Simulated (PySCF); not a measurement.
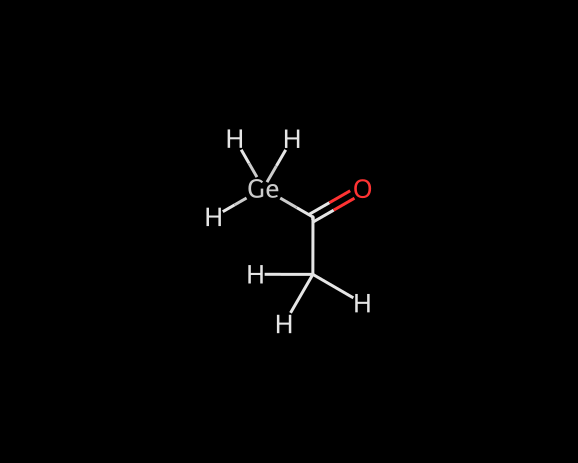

Source: calculation with PySCF.

2D structure.

Question: Give its SMILES.

Answer: C[C](=O)[GeH3]

Question: What is the molecular formula?

Answer: C2H6GeO.

Question: An optimisation with PBE0-D3(BJ)/def2-SVP gave a structure of which point group?

Answer: C1.
